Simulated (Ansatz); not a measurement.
**A computed series for SiC: pressure series**

Take SiC (space group P6_3mc, No. 186; a = 3.078 Å, c = 10.076 Å) as the base.

Cell and atoms are relaxed at each pressure.

Level of theory: Ansatz (a first-principles code) r2SCAN, no spin-orbit coupling.

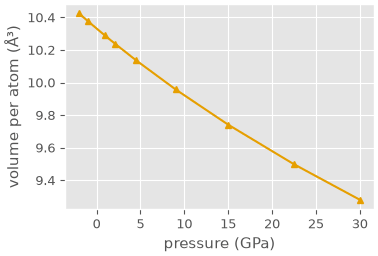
*Volume against pressure*

Estimate the zero-pressure bulk modulus from the plot.

About 230 GPa; a third-order Birch–Murnaghan fit to the points gives V₀ = 10.33 Å³/atom, B₀ = 228 GPa and B₀′ = 3.8.

Between the base and pressure 22.5 GPa the gap moves from 2.60 eV to 2.63 eV, a mean slope of 1.5 meV/GPa.

Load acts through the strain it causes; cell and atoms are relaxed under it. No phonon test of stability was made. Competing high-pressure phases were not computed.
